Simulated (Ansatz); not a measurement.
Run report: GeH3Cl2F, nudged elastic band (part 2 of 2)

GeH3Cl2F; RHF/def2-SVP (Ansatz 0.2.0). It belongs to a series of runs on one base structure; here: band between the two ends.

Geometry of the input (Å):
```
Ge -0.3929  -0.2874  -0.1490
H  -1.0934  -0.3383  1.1934
F  1.2297  0.2346  0.1507
Cl -1.2806  1.2203  -1.3819
H  -0.2889  -1.5859  -0.9248
Cl 1.2770  2.5999  2.4188
H  1.6896  1.8009  1.5149
```

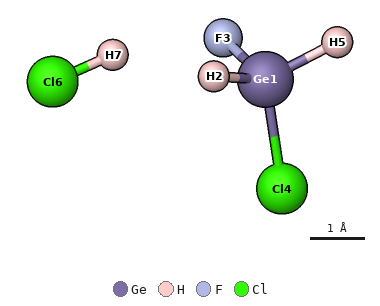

**Figure 1.** The starting structure (ball-and-stick view, seen at a tilt; atoms are numbered from 1 in the order of the input). Sticks mark near contacts.

### Output, continued
```
NEB iter  48: max|band force component| = 1.086e-1 eV/Å  barrier→ = 2.7334 eV  barrier← = 2.9483 eV  CI = image 4  Δτ_max = 0.0537 Å  (228 SCF iters)
NEB iter  49: max|band force component| = 9.683e-2 eV/Å  barrier→ = 2.7247 eV  barrier← = 2.9395 eV  CI = image 4  Δτ_max = 0.0637 Å  (228 SCF iters)
NEB iter  50: max|band force component| = 8.638e-2 eV/Å  barrier→ = 2.7135 eV  barrier← = 2.9283 eV  CI = image 4  Δτ_max = 0.2000 Å  (224 SCF iters)
NEB iter  51: max|band force component| = 9.757e-2 eV/Å  barrier→ = 2.6826 eV  barrier← = 2.8975 eV  CI = image 4  Δτ_max = 0.1016 Å  (217 SCF iters)
NEB iter  52: max|band force component| = 2.545e-1 eV/Å  barrier→ = 2.6826 eV  barrier← = 2.8975 eV  CI = image 4  Δτ_max = 0.0502 Å  (224 SCF iters)
NEB iter  53: max|band force component| = 1.538e-1 eV/Å  barrier→ = 2.6812 eV  barrier← = 2.8960 eV  CI = image 4  Δτ_max = 0.0504 Å  (227 SCF iters)
NEB iter  54: max|band force component| = 1.206e-1 eV/Å  barrier→ = 2.6789 eV  barrier← = 2.8938 eV  CI = image 4  Δτ_max = 0.1019 Å  (222 SCF iters)
NEB iter  55: max|band force component| = 9.973e-2 eV/Å  barrier→ = 2.6785 eV  barrier← = 2.8934 eV  CI = image 4  Δτ_max = 0.0970 Å  (223 SCF iters)
NEB iter  56: max|band force component| = 8.768e-2 eV/Å  barrier→ = 2.6783 eV  barrier← = 2.8931 eV  CI = image 4  Δτ_max = 0.0985 Å  (214 SCF iters)
NEB iter  57: max|band force component| = 6.660e-2 eV/Å  barrier→ = 2.6782 eV  barrier← = 2.8931 eV  CI = image 4  Δτ_max = 0.0985 Å  (216 SCF iters)
the calculation of the forces begins
reference -84219.43291160 eV, -3095.0070735195 hartree; 39, 39 occupied and 58, 58 virtual orbitals, 977 factors
986 factors; integrals over basis functions are off by at most 3.9e-4 eV
mean field -84216.54220226 eV, -3094.9008419104 hartree, gradient 2.5e-5 eV, S^2 0.000000; 1 other end points of the search recorded, 0 dependent functions left out
the calculation of the forces begins
reference -84216.54220226 eV, -3094.9008419104 hartree; 39, 39 occupied and 58, 58 virtual orbitals, 986 factors
NEB iter  58: max|band force component| = 4.793e-2 eV/Å  barrier→ = 2.6782 eV  barrier← = 2.8930 eV  CI = image 4  Δτ_max = 0.0000 Å  (452 SCF iters)
```

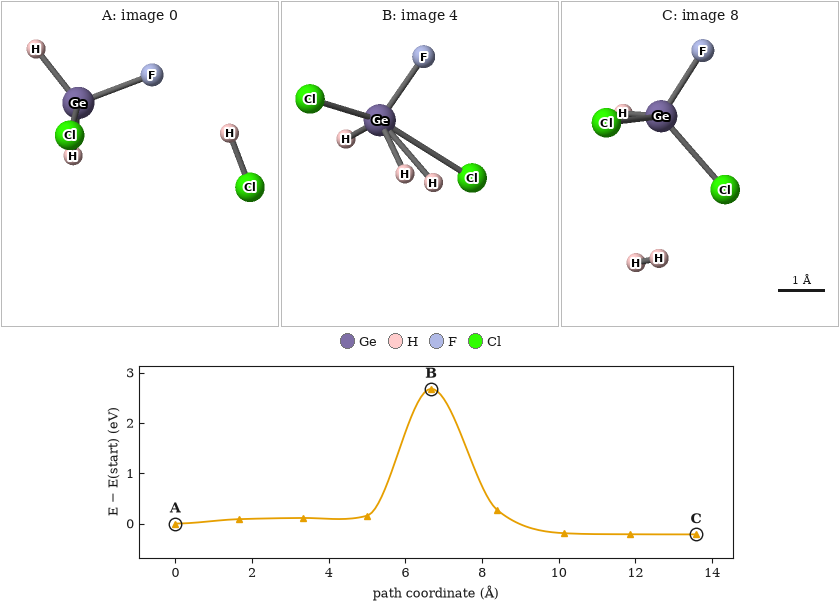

**Figure 2.** Images of the last band (counted from 0; ball-and-stick, seen at a tilt) above the energy along the path; the line is a cubic interpolation that uses the forces. The highest image is number 4, 2.678 eV above the start and 2.893 eV above the end (the climbing image); the end lies 0.215 eV below the start. The path is 13.58 Å long. The band converged in 58 iterations.

```
Total energy: -84216.54220226 eV, -3094.9008419104 hartree
Atom 0 at     0.174790     0.243659    -0.023751 Å, force    -0.018481     0.004033     0.009672 eV/Å
Atom 1 at    -0.669398     1.336933     1.045620 Å, force    -0.003850     0.002404    -0.001814 eV/Å
Atom 2 at     1.441822     1.058201    -0.797901 Å, force     0.008508    -0.001284    -0.007688 eV/Å
Atom 3 at    -1.456711     0.621045    -1.396256 Å, force     0.004510    -0.003478     0.003983 eV/Å
Atom 4 at     0.172933    -1.238651     0.205696 Å, force     0.008503    -0.001482    -0.006352 eV/Å
Atom 5 at     1.469448     0.453660     2.179392 Å, force     0.002728    -0.007850     0.002076 eV/Å
Atom 6 at     0.007616     1.169255     1.609301 Å, force    -0.001918     0.007658     0.000123 eV/Å
Dipole moment:    -0.527359    -0.226882    -0.023926 e Å
this run last wrote the band of iteration 58 to [file]
```

### The last band as extended XYZ (Å, eV, eV/Å)
```
7
Properties=species:S:1:pos:R:3:forces:R:3 image=0 energy=-84219.22038
Ge   -0.3929   -0.2874   -0.1490    0.0087   0.0049   0.0057
H    -1.0934   -0.3383    1.1934   -0.0025  -0.0004  -0.0013
F     1.2297    0.2346    0.1507   -0.0061   0.0006  -0.0025
Cl   -1.2806    1.2203   -1.3819   -0.0011  -0.0020  -0.0022
H    -0.2889   -1.5859   -0.9248    0.0010   0.0008   0.0009
Cl    1.2770    2.5999    2.4188    0.0004   0.0019   0.0047
H     1.6896    1.8009    1.5149   -0.0004  -0.0057  -0.0053
7
Properties=species:S:1:pos:R:3:forces:R:3 image=1 energy=-84219.13265
Ge   -0.4310   -0.2004   -0.3561   -0.0009  -0.0074   0.0054
H    -1.0517    0.3425    0.9135   -0.0120  -0.0045   0.0045
F     1.2203    0.2836   -0.3731    0.0059   0.0232   0.0228
Cl   -1.3618    0.7216   -2.0567    0.0217   0.0061   0.0038
H    -0.4482   -1.7067   -0.5425    0.0006   0.0066   0.0075
Cl    1.0529    2.2405    2.9009    0.0391  -0.0179  -0.0102
H     2.1600    1.9631    2.3361   -0.0544  -0.0060  -0.0337
7
Properties=species:S:1:pos:R:3:forces:R:3 image=2 energy=-84219.10947
Ge   -0.3156   -0.1017   -0.4952    0.0051   0.0119   0.0096
H    -0.8287    0.5946    0.7486   -0.0124  -0.0022  -0.0044
F     1.1144    0.7124   -0.9898   -0.0073   0.0080   0.0037
Cl   -1.7373    0.1655   -2.0841    0.0076  -0.0066   0.0032
H     0.0201   -1.5761   -0.3722    0.0078   0.0083   0.0086
Cl    1.4725    1.3154    3.1900   -0.0156   0.0333  -0.0154
H     1.4151    2.5340    2.8248    0.0149  -0.0528  -0.0053
7
Properties=species:S:1:pos:R:3:forces:R:3 image=3 energy=-84219.06323
Ge   -0.2166    0.2022   -0.2759   -0.0592  -0.0088  -0.0689
H    -0.9142    1.0786    0.7472   -0.0246  -0.0387  -0.0238
F     1.2352    1.0123   -0.7138   -0.0442  -0.0017   0.0163
Cl   -1.4424    0.1765   -2.0370   -0.0050  -0.0392  -0.0732
H     0.1306   -1.2139    0.1316   -0.0130   0.0087  -0.0347
Cl    1.4450    0.6816    2.7476    0.0019   0.0260   0.0724
H     0.9029    1.7067    2.2225    0.1441   0.0536   0.1119
7
Properties=species:S:1:pos:R:3:forces:R:3 image=4 energy=-84216.54220
Ge    0.1748    0.2437   -0.0238   -0.0185   0.0040   0.0097
H    -0.6694    1.3369    1.0456   -0.0039   0.0024  -0.0018
F     1.4418    1.0582   -0.7979    0.0085  -0.0013  -0.0077
Cl   -1.4567    0.6210   -1.3963    0.0045  -0.0035   0.0040
H     0.1729   -1.2387    0.2057    0.0085  -0.0015  -0.0064
Cl    1.4694    0.4537    2.1794    0.0027  -0.0078   0.0021
H     0.0076    1.1693    1.6093   -0.0019   0.0077   0.0001
7
Properties=species:S:1:pos:R:3:forces:R:3 image=5 energy=-84218.95291
Ge    0.6246    0.0438   -0.2171    0.1948  -0.0611  -0.0833
H    -1.2434    1.5255    1.6689   -0.2092   0.2052   0.2370
F     1.3787    1.1725   -1.2493    0.1126  -0.1447  -0.1371
Cl   -1.4483    0.3184   -0.6763    0.1059   0.0092   0.2376
H     0.9228   -1.4050   -0.4745    0.1854  -0.1221  -0.2846
Cl    1.5420    0.4727    1.6762   -0.0631  -0.1099  -0.1465
H    -0.6359    1.5161    2.0941   -0.3264   0.2233   0.1769
7
Properties=species:S:1:pos:R:3:forces:R:3 image=6 energy=-84219.41172
Ge    0.8059    0.2083   -0.5747    0.0055   0.0236  -0.0124
H    -1.6345    0.9465    2.5496   -0.0217   0.0002   0.0313
F     1.4701    0.9817   -1.9434    0.0125  -0.0308  -0.0121
Cl   -1.2924    0.5547   -0.6557    0.0118   0.0081  -0.0025
H     1.1299   -1.2649   -0.6135    0.0130  -0.0062  -0.0198
Cl    1.6688    1.1596    1.1223   -0.0016   0.0035  -0.0165
H    -1.0074    1.0581    2.9375   -0.0195   0.0015   0.0320
7
Properties=species:S:1:pos:R:3:forces:R:3 image=7 energy=-84219.43291
Ge    0.6310    0.4389   -0.6935   -0.0037   0.0001   0.0029
H    -1.2497    0.1663    3.2035    0.0000  -0.0003   0.0024
F     1.5543    0.5480   -2.1244    0.0037  -0.0005  -0.0036
Cl   -1.3076    1.1807   -1.1562    0.0014   0.0001  -0.0004
H     0.5966   -0.9987   -0.2353   -0.0009  -0.0002  -0.0006
Cl    1.5681    1.7085    0.7355    0.0001   0.0018  -0.0010
H    -0.6522    0.6005    3.0925   -0.0005  -0.0009   0.0003
7
Properties=species:S:1:pos:R:3:forces:R:3 image=8 energy=-84219.43523
Ge    0.4096    0.5496   -0.7897    0.0232   0.0065  -0.0054
H    -0.6749   -0.1545    3.6478    0.0109   0.0150  -0.0075
F     1.7464    0.1661   -1.7801   -0.0247   0.0003   0.0180
Cl   -1.0591    1.4275   -2.0534    0.0033  -0.0051   0.0054
H    -0.0921   -0.7085   -0.1218    0.0088   0.0175  -0.0079
Cl    1.0937    1.9886    0.6241   -0.0112  -0.0197  -0.0098
H    -0.2831    0.3753    3.2952   -0.0103  -0.0144   0.0073
```

### Key numbers

| quantity | value |
| --- | --- |
| outcome | converged |
| barrier, forward | 2.678 eV |
| barrier, backward | 2.893 eV |
| wall time | 4 min (CPU time 7.4 min) |
| peak memory | 0.25 GiB |

### Remarks

The order of the saddle point was not checked.
